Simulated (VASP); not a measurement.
# Cu2SeS with AM05: from relaxation to properties, part 2 of 8

Aim: relax Cu2SeS, then compute properties on the relaxed cell. The cell is invented: it takes the structure of a Materials Project entry for Mg2SeS (space group 115 there), with some of its atoms replaced by other elements, volume scaled by an estimate. It may not be a known or stable phase. The atoms of the start are displaced at random from the sites of a P-4m2 cell.

VASP 6.6.1; AM05, no spin polarisation; plane waves and PAW (Se, Cu, S); invented cell.

Still holding for the runs below: This run has no spin polarisation, although Cu can carry a moment. The k-mesh is coarse for a metal.

So far. Step 2 (Rough relaxation of the start cell): It ends with a largest force of 0.034 eV/Å and a pressure of 0.01 GPa.

## (3) Relaxing cell and atoms (AM05)

Properties are meant for the cell that this level of theory prefers, so cell and atoms are relaxed first (ISIF = 3) until forces and stress are small; EDIFFG sets the threshold.

File INCAR:

```
SYSTEM = Cu2SeS
PREC = Accurate
ENCUT = 400
EDIFF = 1E-06
NELM = 100
ISMEAR = 0
SIGMA = 0.05
LREAL = .FALSE.
ALGO = Normal
GGA = AM
NBANDS = 23
LORBIT = 11
LWAVE = .FALSE.
LCHARG = .FALSE.
KPAR = 2
IBRION = 2
NSW = 60
ISIF = 3
EDIFFG = -0.01
```

File POSCAR:

```
Cu2SeS
1.0
    3.5823686100      0.0000000000      0.0000000000
    0.0000000000      3.5923116300      0.0000000000
   -0.0063507500      0.0000000000      5.6319193800
Se Cu S
1 2 1
Direct
    0.5020890570      0.5000000000      0.0005371860
    0.0022273060      0.5000000000      0.7299761890
    0.5016783210      0.0000000000      0.2689454870
    0.0023163160      0.0000000000      0.5003881380
```

File KPOINTS:

```
Automatic mesh
0
Gamma
6 6 4
0 0 0
```

PAW data sets: Se, Cu and S (PBE family, release 64).

The cell reached was symmetrised within 0.01 Å before this step, which raises the operations from 1 to 2, which the run then keeps.

Run with:

```
mpirun -np 2 vasp_std
```

What it wrote:

```text
[banner, memory and clock lines left out]
running    2 mpi-ranks, on    1 nodes
 distrk:  each k-point on    1 cores,    2 groups
 distr:  one band on    1 cores,    1 groups

 POSCAR found type information on POSCAR SeCuS
 POSCAR found :  3 types and       4 ions
 [... a notice as in an earlier step ...]

 LDA part: xc-table for (Slater+PW92), standard interpolation
 POSCAR, INCAR and KPOINTS ok, starting setup
 FFT: planning ... GRIDC
 FFT: planning ... GRID_SOFT
 FFT: planning ... GRID
 WAVECAR not read
 entering main loop
       N       E                     dE             d eps       ncg     rms          rms(c)
DAV:   1     0.238950233315E+03    0.23895E+03   -0.12909E+04  2576   0.152E+03
DAV:   2     0.361046381000E+01   -0.23534E+03   -0.22524E+03  2597   0.321E+02
DAV:   3    -0.186742988448E+02   -0.22285E+02   -0.21453E+02  3432   0.119E+02
DAV:   4    -0.197201201173E+02   -0.10458E+01   -0.10431E+01  3423   0.253E+01
DAV:   5    -0.197622617039E+02   -0.42142E-01   -0.42124E-01  3657   0.454E+00    0.159E+01
DAV:   6    -0.199939815109E+02   -0.23172E+00   -0.48959E+01  3270   0.184E+02    0.131E+01
DAV:   7    -0.163717053382E+02    0.36223E+01   -0.12305E+01  3115   0.105E+02    0.404E+00
DAV:   8    -0.164669975897E+02   -0.95292E-01   -0.19148E+00  4119   0.202E+01    0.209E+00
DAV:   9    -0.164402388328E+02    0.26759E-01   -0.13511E-01  4154   0.899E+00    0.545E-01
DAV:  10    -0.164403090266E+02   -0.70194E-04   -0.16231E-02  4281   0.489E+00    0.428E-01
DAV:  11    -0.164394397627E+02    0.86926E-03   -0.39559E-03  4190   0.289E+00    0.266E-01
DAV:  12    -0.164391155424E+02    0.32422E-03   -0.25219E-03  4241   0.132E+00    0.544E-02
DAV:  13    -0.164391595290E+02   -0.43987E-04   -0.67266E-04  4171   0.465E-01    0.313E-02
DAV:  14    -0.164391604852E+02   -0.95627E-06   -0.25248E-05  4116   0.959E-02    0.183E-02
DAV:  15    -0.164391629420E+02   -0.24568E-05   -0.50006E-06  3051   0.188E-02    0.129E-02
DAV:  16    -0.164391624109E+02    0.53110E-06   -0.51595E-06  3628   0.616E-02
   1 F= -.16439162E+02 E0= -.16437689E+02  d E =-.164392E+02
 curvature:   0.00 expect dE= 0.000E+00 dE for cont linesearch  0.000E+00
 trial: gam= 0.00000 g(F)=  0.416E-03 g(S)=  0.299E-02 ort = 0.000E+00 (trialstep = 0.100E+01)
 search vector abs. value=  0.340E-02
 bond charge predicted
       N       E                     dE             d eps       ncg     rms          rms(c)
DAV:   1    -0.164505358909E+02   -0.11373E-01   -0.36409E-01  3842   0.719E+00    0.753E-01
DAV:   2    -0.164467467630E+02    0.37891E-02   -0.51393E-02  3095   0.684E+00    0.456E-01
DAV:   3    -0.164431167047E+02    0.36301E-02   -0.14762E-02  3115   0.409E+00    0.256E-01
DAV:   4    -0.164422314612E+02    0.88524E-03   -0.25815E-03  4138   0.107E+00    0.731E-02
DAV:   5    -0.164422181855E+02    0.13276E-04   -0.39640E-04  4180   0.919E-01    0.593E-02
DAV:   6    -0.164421911395E+02    0.27046E-04   -0.17297E-04  4315   0.539E-01    0.161E-02
DAV:   7    -0.164421903562E+02    0.78328E-06   -0.31552E-05  4073   0.116E-01    0.675E-03
DAV:   8    -0.164421905699E+02   -0.21370E-06   -0.49588E-06  3202   0.252E-02
   2 F= -.16442191E+02 E0= -.16440433E+02  d E =-.302816E-02
[... from here on, the cycles between the ionic steps are left out ...]
   3 F= -.16447228E+02 E0= -.16444470E+02  d E =-.806542E-02
   4 F= -.16447960E+02 E0= -.16444817E+02  d E =-.879781E-02
   5 F= -.16450646E+02 E0= -.16447298E+02  d E =-.268529E-02
   6 F= -.16454648E+02 E0= -.16450486E+02  d E =-.668788E-02
   7 F= -.16456728E+02 E0= -.16452359E+02  d E =-.207970E-02
   8 F= -.16463539E+02 E0= -.16460210E+02  d E =-.889078E-02
   9 F= -.16469056E+02 E0= -.16467717E+02  d E =-.144075E-01
  10 F= -.16469625E+02 E0= -.16467884E+02  d E =-.149765E-01
  11 F= -.16469784E+02 E0= -.16468196E+02  d E =-.151361E-01
  12 F= -.16470941E+02 E0= -.16469721E+02  d E =-.115688E-02
  13 F= -.16471268E+02 E0= -.16469984E+02  d E =-.148395E-02
  14 F= -.16472163E+02 E0= -.16470844E+02  d E =-.895168E-03
  15 F= -.16472265E+02 E0= -.16470924E+02  d E =-.997175E-03
  16 F= -.16472424E+02 E0= -.16471074E+02  d E =-.158715E-03
  17 F= -.16472463E+02 E0= -.16471102E+02  d E =-.197668E-03
  18 F= -.16472468E+02 E0= -.16471109E+02  d E =-.202645E-03
  19 F= -.16472460E+02 E0= -.16471105E+02  d E =-.194823E-03
  20 F= -.16472467E+02 E0= -.16471111E+02  d E =-.201437E-03
  21 F= -.16472469E+02 E0= -.16471112E+02  d E =-.203492E-03
  22 F= -.16472468E+02 E0= -.16471110E+02  d E =-.202907E-03
 curvature:  -0.10 expect dE=-0.273E-05 dE for cont linesearch -0.211E-07
 ZBRENT: accuracy reached
 trial: gam= 0.09309 g(F)=  0.193E-04 g(S)=  0.928E-05 ort = 0.795E-05 (trialstep = 0.984E+00)
 search vector abs. value=  0.325E-04
 bond charge predicted
       N       E                     dE             d eps       ncg     rms          rms(c)
DAV:   1    -0.164725591600E+02   -0.90897E-04   -0.65227E-03  3864   0.862E-01    0.720E-02
DAV:   2    -0.164725407075E+02    0.18453E-04   -0.72872E-04  3073   0.804E-01    0.437E-02
DAV:   3    -0.164724952351E+02    0.45472E-04   -0.17857E-04  3087   0.452E-01    0.160E-02
DAV:   4    -0.164724927775E+02    0.24576E-05   -0.25092E-05  4128   0.612E-02    0.753E-03
DAV:   5    -0.164724925137E+02    0.26375E-06   -0.14821E-06  1943   0.715E-02
  23 F= -.16472493E+02 E0= -.16471132E+02  d E =-.242939E-04
 trial-energy change:   -0.000024  1 .order   -0.000022   -0.000029   -0.000015
 step:   2.0281(harm=  2.0281)  dis= 0.00092  next Energy=   -16.472498 (dE=-0.297E-04)
 reached required accuracy - stopping structural energy minimisation
```

The job ended after 2.4 min (2 MPI ranks of Intel Xeon 6975P-C (Granite Rapids), shared host; peak memory 0.41 GiB; 4.7 min of CPU time).

From OUTCAR (step 3):

```text
  LATTYP: Found a simple monoclinic cell.
 ALAT       =     3.5823686100
 B/A-ratio  =     1.0027755435
 C/A-ratio  =     1.5721226858
 COS(beta)  =    -0.0011276344

 Subroutine GETGRP returns: Found  2 space group operations
 (whereof  2 operations were pure point group operations)

The static configuration has the point symmetry C_1h.

 Found     56 irreducible k-points:

   k-points           NKPTS =     56   k-points in BZ     NKDIM =     56   number of bands    NBANDS=     23

   dimension x,y,z NGX =    24 NGY =   24 NGZ =   40
   dimension x,y,z NGXF=    48 NGYF=   48 NGZF=   80

   ENCUT  =  400.0 eV  29.40 Ry    5.42 a.u.   5.84  5.86  9.18*2*pi/ulx,y,z

   NELECT =      34.0000    total number of electrons

 E-fermi :   4.2463

 k-point     1 :       0.0000    0.0000    0.0000
  band No.  band energies     occupation
    ...
     11       1.6255      2.00000
     12       1.6885      2.00000
     13       1.9974      2.00000
     14       2.5819      2.00000
     15       2.5887      2.00000
     16       5.4653      0.00000
     17       5.4685      0.00000
     18       5.5475      0.00000
     19       7.3936      0.00000
     20       7.9973      0.00000
    ...

 k-point     2 :       0.1667    0.0000   -0.0000
  band No.  band energies     occupation
    ...
     11       1.6051      2.00000
     12       1.6354      2.00000
     13       1.8162      2.00000
     14       2.4644      2.00000
     15       2.8505      2.00000
     16       4.4335      0.00000
     17       5.0257      0.00000
     18       5.3468      0.00000
     19       8.2378      0.00000
     20       8.6294      0.00000
    ...

  Total       -0.0217058     -0.0051782     -0.0153451      0.0000000      0.0000000     -0.0066847
  in kB       -0.4759864     -0.1135527     -0.3365029      0.0000000      0.0000000     -0.1465880
  external PRESSURE =      -0.3086807 kB  Pullay stress =       0.0000000 kB

  energy-cutoff  :      400.00
  volume of cell :       73.06
      direct lattice vectors                 reciprocal lattice vectors
     3.782138018  0.000000000  0.003398947     0.264400659  0.000000000  0.000063004
     0.000000000  3.777959539  0.000000000     0.000000000  0.264693147  0.000000000
    -0.001218433  0.000000000  5.113242214    -0.000175756  0.000000000  0.195570588

 POSITION                                       TOTAL-FORCE (eV/Angst)
 -----------------------------------------------------------------------------------
      1.89727      1.88898      5.11395        -0.000753      0.000000      0.002565
      0.00739      1.88898      3.71703         0.000365      0.000000     -0.006344
      1.89925      0.00000      1.39945        -0.003174      0.000000      0.001046
      0.00662      0.00000      2.55531         0.003562      0.000000      0.002733
 -----------------------------------------------------------------------------------
    total drift:                                0.003332      0.000000     -0.000382

  FREE ENERGIE OF THE ION-ELECTRON SYSTEM (eV)
  ---------------------------------------------------
  free  energy   TOTEN  =       -16.4724925137 eV

  energy  without entropy=      -16.4697706779  energy(sigma->0) =      -16.47113160

 total charge
# of ion       s       p       d       tot
------------------------------------------
    1        1.455   2.320   0.062   3.837
    2        0.444   0.441   9.150  10.036
    3        0.444   0.441   9.150  10.036
    4        1.320   2.354   0.000   3.675
--------------------------------------------------
tot          3.665   5.557  18.362  27.583

[... 1 part as in an earlier step ...]

[... 7 further parts left out ...]
```

The run keeps the 2 symmetry operations of its start, so it cannot find a distortion of lower symmetry.

The steps of the relaxation (22 of 23):

```csv
step,energy less that of the first step (eV),largest force (eV/Å),pressure (GPa),volume (Å³)
1,0.0000,0.0769,0.18,72.48
2,-0.0030,0.0426,0.10,72.68
3,-0.0081,0.0569,-0.42,73.29
4,-0.0088,0.1002,-0.61,73.57
5,-0.0115,0.0886,-0.45,73.33
6,-0.0155,0.0730,0.64,72.57
7,-0.0176,0.0637,0.58,72.64
8,-0.0244,0.0566,0.34,72.83
9,-0.0299,0.1686,-0.11,73.11
10,-0.0305,0.1284,0.12,73.03
11,-0.0306,0.1405,0.09,73.06
13,-0.0321,0.0922,-0.19,73.21
14,-0.0330,0.0449,0.01,73.01
15,-0.0331,0.0444,0.11,72.92
16,-0.0333,0.0294,0.05,73.01
17,-0.0333,0.0135,-0.07,73.11
18,-0.0333,0.0158,-0.09,73.09
19,-0.0333,0.0221,-0.06,73.05
20,-0.0333,0.0189,0.03,73.07
21,-0.0333,0.0164,0.01,73.08
22,-0.0333,0.0151,-0.03,73.09
23,-0.0333,0.0064,-0.03,73.06
```

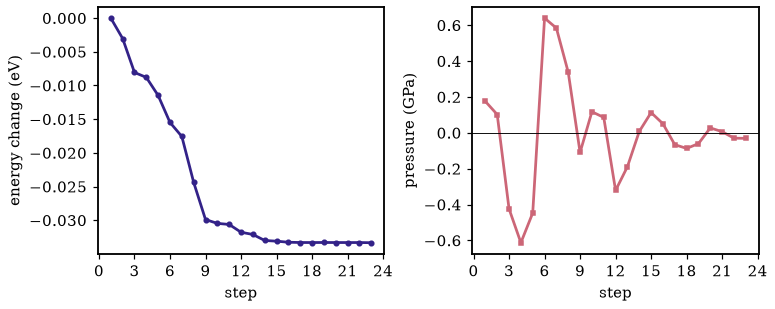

Energy and pressure along the relaxation.

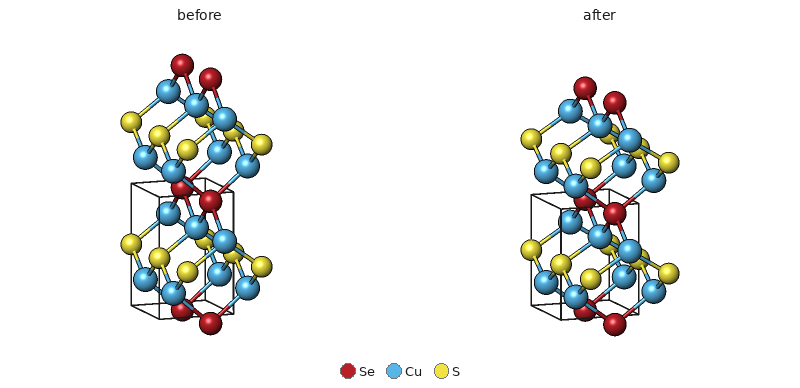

Before and after, at one scale.

```csv
cell as run,before,after,change
a (Å),3.582,3.782,+5.6 %
b (Å),3.592,3.778,+5.2 %
c (Å),5.632,5.113,-9.2 %
β (°),90.06,89.96,-0.1 %
volume (Å³/atom),18.12,18.27,+0.8 %
```

The atoms that moved most (Å, as changes of fractional coordinates times the final cell):

```csv
atom,dx,dy,dz,length
Cu3,0.002,0.000,0.023,0.023
Cu2,0.000,0.000,-0.016,0.016
```

The relaxed structure:

```xyz
4
Lattice="3.7821 0.0000 0.0034 0.0000 3.7780 0.0000 -0.0012 0.0000 5.1132" Properties=species:S:1:pos:R:3 pbc="T T T"
Se    1.8985    1.8890    0.0007
Cu    0.0074    1.8890    3.7170
Cu    1.8992    0.0000    1.3995
S     0.0066    0.0000    2.5553
```

This step gave:

| Item | Value |
| --- | --- |
| irreducible k-points | 56 |
| symmetry operations | 2 |
| free energy (TOTEN) | -16.47 eV |
| energy at zero smearing | -16.47 eV |
| Fermi energy | 4.246 eV |
| pressure | -0.03087 GPa |
| SCF cycles over all ionic steps | 172 |

It ends with a largest force of 0.006 eV/Å and a pressure of -0.03 GPa.

(Continued in part 3 of 8.)

[Lines on the potential files, build, host, timing and source positions are cut from VASP's logs without a mark.]

[Logs are printed without paths, hosts, clocks, repeated set-up lines and the standing remarks that a program may print on its own settings, such as how far it seeks lower states.]

[Hosts, paths, dates, database ids (printed as entryN), source tags and the programs' standing remarks are cut or masked in the printed files.]

[A measured line is paired with the nearest computed mode of its activity, which favours agreement.]
